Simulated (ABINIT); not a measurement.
# LiCl (Fm-3m): a self-consistent loop beyond G0W0, cycle by cycle, part 3 of 3

How far does self-consistency move the gap of LiCl (Fm-3m)?

ABINIT 10.8.3; PBE and many-body steps on it, plane waves. Known limits of the many-body steps: not at the basis limit; coarse k mesh.

So far. Step 11 (evGW, cycle 1): Against G0W0 in ABINIT (4×4×4 mesh, 256 bands, screening to 261.2 eV, Godby-Needs plasmon pole), the gap moves by +1.052 eV. Step 14 (evGW, cycle 2): Against the cycle before, the gap moves by +0.085 eV.

## Step 15: Screening, 4×4×4 mesh, 256 bands, screening to 261.2 eV

This step: RPA screening on PBE, plane waves, norm-conserving pseudopotentials.

Contents of run.abi:

```
acell 3*1.0 Angstrom
rprim 
  0.000000000000 2.571500000000 2.571500000000
  2.571500000000 0.000000000000 2.571500000000
  2.571500000000 2.571500000000 -0.000000000000
ntypat 2
znucl 3 17
natom 2
typat 1 2
xred 
  0.000000000000 0.000000000000 0.000000000000
  0.500000000000 0.500000000000 0.500000000000
pp_dirpath "pseudos"
pseudos "Li.upf, Cl.upf"
ecut 33
ngkpt 4 4 4
nshiftk 1
shiftk 0 0 0
kptopt 1
chksymbreak 0
istwfk *1
occopt 1
irdwfk 1
optdriver 3
nband 256
ecuteps 9.6
inclvkb 2
awtr 1
symchi 1
gwcalctyp 10
mbpt_sciss 4.138 eV
nqptdm 1
qptdm 
  0 0 0
indata_prefix "in"
outdata_prefix "out"
tmpdata_prefix "tmp"
```

Launch:

```bash
$ OMP_NUM_THREADS=1 mpirun -n 4 abinit run.abi > log
```

Output:

```text
.Version 10.8.3 of ABINIT. v10.8.2 released Aug 2026.

 Symmetries : space group Fm -3 m (#225); Bravais cF (face-center cubic)
[... echo of the input left out ...]
== DATASET  1 ==================================================================
-   mpi_nproc: 4, omp_nthreads: 1 (-1 if OMP is not activated)

--- !DatasetInfo
iteration_state: {dtset: 1, }
dimensions: {natom: 2, nkpt: 8, mband: 256, nsppol: 1, nspinor: 1, nspden: 1, mpw: 2120, }
cutoff_energies: {ecut:  33.0, pawecutdg:  -1.0, }
[...]
[... chi0 elements left out ...]
 For q-point:  0.000010 0.000020 0.000030
  dielectric constant =   2.3411
  dielectric constant without local fields =   2.6498

  Average fulfillment of the sum rule on Im[epsilon] for q-point    1 :    100.60  [%]
[... wings left out ...]
== END DATASET(S) ==============================================================
================================================================================

 -outvars: echo values of variables after computation  --------
           etotal      0.0000000000E+00
            nband         256
             nkpt           8
          spgroup         225
 [... the other variables as echoed above ...]

 Calculation completed.
```

The job ended after 5.3 s (4 MPI ranks of Arm Neoverse V1, shared host; peak memory 0.65 GiB; 21 s of CPU time).

Numbers from this step:

| Property | Result |
| --- | --- |
| ε∞ with local fields, on this mesh, along the program's q direction | 2.341 |
| the same without local fields | 2.650 |
| plasma frequency | 20.14 eV |
| plane waves in the screening matrix | 331 |

This screening uses the functional's bands under a rigid shift, the mean opening of the cycle before.

## Step 16: Screening, 4×4×4 mesh, 256 bands, screening to 261.2 eV

This step: RPA screening on PBE from quasiparticle energies, plane waves, norm-conserving pseudopotentials.

run.abi: that of step 15 with these lines changed.

```diff
@@ -29,7 +29,13 @@
 symchi 1
+irdqps 1
 gwcalctyp 10
-mbpt_sciss 4.138 eV
-nqptdm 1
+nqptdm 7
 qptdm 
-  0 0 0
+  0.2500000000 0.0000000000 0.0000000000
+  0.5000000000 0.0000000000 0.0000000000
+  0.2500000000 0.2500000000 0.0000000000
+  0.5000000000 0.2500000000 0.0000000000
+  -0.2500000000 0.2500000000 0.0000000000
+  0.5000000000 0.5000000000 0.0000000000
+  -0.2500000000 0.5000000000 0.2500000000
 indata_prefix "in"
```

Contents of mrgscr.stdin:

```
2
merged
q0_SCR
out_SCR
1
```

Launch:

```bash
$ OMP_NUM_THREADS=1 mpirun -n 4 abinit run.abi > log; mrgscr < mrgscr.stdin
```

Output:

```text
.Version 10.8.3 of ABINIT. v10.8.2 released Aug 2026.

 Symmetries : space group Fm -3 m (#225); Bravais cF (face-center cubic)
[... echo of the input left out ...]
== DATASET  1 ==================================================================
-   mpi_nproc: 4, omp_nthreads: 1 (-1 if OMP is not activated)

--- !DatasetInfo
iteration_state: {dtset: 1, }
dimensions: {natom: 2, nkpt: 8, mband: 256, nsppol: 1, nspinor: 1, nspden: 1, mpw: 2120, }
cutoff_energies: {ecut:  33.0, pawecutdg:  -1.0, }
[...]
q-point number  1        q = ( 0.250000, 0.000000, 0.000000) [r.l.u.]
--------------------------------------------------------------------------------
[... chi0 elements left out ...]
  Average fulfillment of the sum rule on Im[epsilon] for q-point    2 :    112.64  [%]

--------------------------------------------------------------------------------
  q-point number  2        q = ( 0.500000, 0.000000, 0.000000) [r.l.u.]
--------------------------------------------------------------------------------
[... chi0 elements left out ...]
  Average fulfillment of the sum rule on Im[epsilon] for q-point    3 :    106.41  [%]

 [... 5 further q-points ...]
```

It took 32 s on 4 MPI ranks; peak memory 1.1 GiB; 2.1 min of CPU time.

Numbers from this step:

```yaml
plasma_frequency: 20.14 eV
plane_waves_in_the_screening_matrix: 331
```

This screening reads the quasiparticle levels of the cycle before.

## Step 17: evGW, cycle 3

This step: evGW on PBE, plane waves, norm-conserving pseudopotentials.

run.abi: that of step 16 with these lines changed.

```diff
@@ -23,12 +23,10 @@
 irdwfk 1
-optdriver 3
+optdriver 4
 nband 256
-ecuteps 9.6
-inclvkb 2
-awtr 1
-symchi 1
-irdqps 1
 gwcalctyp 10
-nqptdm 7
-qptdm 
+ecutsigx 33
+symsigma 1
+nkptgw 8
+kptgw 
+  0.0000000000 0.0000000000 0.0000000000
   0.2500000000 0.0000000000 0.0000000000
@@ -40,2 +38,15 @@
   -0.2500000000 0.5000000000 0.2500000000
+bdgw 
+  1 11
+  1 11
+  1 11
+  1 11
+  1 11
+  1 11
+  1 11
+  1 11
+ecuteps 9.6
+irdscr 1
+ppmodel 1
+irdqps 1
 indata_prefix "in"
```

Launch:

```bash
$ OMP_NUM_THREADS=1 mpirun -n 4 abinit run.abi > log
```

Output:

```text
.Version 10.8.3 of ABINIT. v10.8.2 released Aug 2026.

 Symmetries : space group Fm -3 m (#225); Bravais cF (face-center cubic)
[... echo of the input left out ...]
== DATASET  1 ==================================================================
-   mpi_nproc: 4, omp_nthreads: 1 (-1 if OMP is not activated)

--- !DatasetInfo
iteration_state: {dtset: 1, }
dimensions: {natom: 2, nkpt: 8, mband: 256, nsppol: 1, nspinor: 1, nspden: 1, mpw: 2120, }
cutoff_energies: {ecut:  33.0, pawecutdg:  -1.0, }
[...]
.  kptgw no:  3; Maximum DeltaE = (  -0.068  -0.022) for band index:  2
[...]
.  kptgw no:  7; Maximum DeltaE = (  -0.048  -0.018) for band index:  2
.  kptgw no:  8; Maximum DeltaE = (  -0.034  -0.014) for band index:  2

== END DATASET(S) ==============================================================
================================================================================

 -outvars: echo values of variables after computation  --------
           etotal      0.0000000000E+00
            nband         256
             nkpt           8
          spgroup         225
 [... the other variables as echoed above ...]

 Calculation completed.
```

It took 9.3 min on 4 MPI ranks; peak memory 1.4 GiB; 37 min of CPU time.

This step gave:

```
quasiparticle gap on the mesh                         : 10.16 eV
gap of the density functional on the mesh             : 6.285 eV
k of the valence top                                  : 0, 0, 0
k of the conduction bottom                            : 0, 0, 0
least direct quasiparticle gap on the computed points : 10.16 eV
```

Against the cycle before, the gap moves by +0.008 eV.

## Step 18: The runs together

Times are wall times on 4 MPI ranks of Arm Neoverse V1, shared host, good to a factor of about two. A run's time includes the screening step that it read.

```
           run   mesh  bands  screening cutoff (eV)  DFT gap (eV)  gap on the mesh (eV)  direct (eV)  ε∞ used     time
          G0W0  4×4×4    256                  261.2         6.285                 9.015        9.015     2.84     55 s
evGW0, cycle 1  4×4×4    256                  261.2         6.285                 9.644        9.644     2.84  9.9 min
evGW0, cycle 2  4×4×4    256                  261.2         6.285                 9.435        9.435     2.84  9.9 min
evGW0, cycle 3  4×4×4    256                  261.2         6.285                 9.449        9.449     2.84  9.9 min
evGW0, cycle 4  4×4×4    256                  261.2         6.285                 9.448        9.448     2.84  9.9 min
 evGW, cycle 1  4×4×4    256                  261.2         6.285                10.067       10.067     2.41   10 min
 evGW, cycle 2  4×4×4    256                  261.2         6.285                10.152       10.152     2.35   10 min
 evGW, cycle 3  4×4×4    256                  261.2         6.285                10.160       10.160     2.34   10 min
```

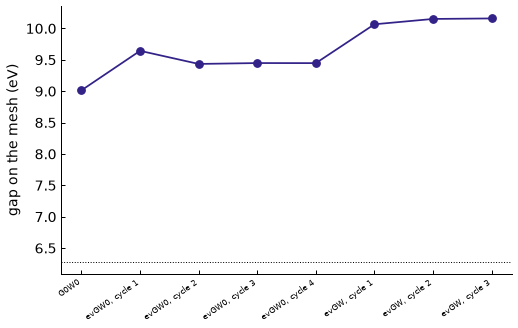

The gap through the cycles; the dotted line is the starting gap.

## Step 19: Summary of results

| Property | Result |
| --- | --- |
| G0W0 | 9.015 eV |
| evGW0, cycle 1 | 9.644 eV |
| evGW0, cycle 2 | 9.435 eV |
| evGW0, cycle 3 | 9.449 eV |
| evGW0, cycle 4 | 9.448 eV |
| evGW, cycle 1 | 10.067 eV |
| evGW, cycle 2 | 10.152 eV |
| evGW, cycle 3 | 10.160 eV |
| known limits | not at the basis limit; coarse k mesh |

Only the bands that the input lists are updated; the others, empty or deep, keep the functional's energies or take a rigid shift. The evGW loop starts from the last levels of evGW0, so its cycles and time come on top of those. evGW0 ends at 9.45 eV, +0.43 eV from G0W0, after 4 cycles that took 37 min beside the first screening; the last moved the gap by 0.001 eV. evGW ends at 10.16 eV, +1.14 eV from G0W0, after 3 cycles that took 30 min beside the first screening; the last moved the gap by 0.008 eV. The first cycle of evGW0 takes the full correction, without the factor Z, so it overshoots the one-shot value. Bands and cutoff are finite, so the gap is not at the basis limit. The miss can reach some tenths of an eV and take either sign; the mesh is an error of its own. The 4×4×4 mesh is coarse for this cell, which bears on the long-range parts of exchange and screening. In the updated screening the q = 0 part is built from Kohn-Sham bands under a rigid shift, the other q from the quasiparticle levels.

[Paths, hosts, dates, memory and timing lines, banners, echoed tables and standing remarks are left out of the program output.]

[Logs are printed without paths, hosts, clocks, repeated set-up lines and the standing remarks that a program may print on its own settings, such as how far it seeks lower states.]

[Runs of the session that timed out or met a known fault of the program may be left out.]

[Hosts, paths, dates, database ids (printed as entryN), source tags and the programs' standing remarks are cut or masked in the printed files.]

[G0W0 gaps are taken among the corrected bands and points alone; a level outside them can change the order at an edge.]

[Where Ansatz stands beside ABINIT at settings called matched, ABINIT's density can come from a denser mesh and the files from another edition; pairs whose starting gaps differed by over 0.03 eV were left out, so agreement reads better than it is.]
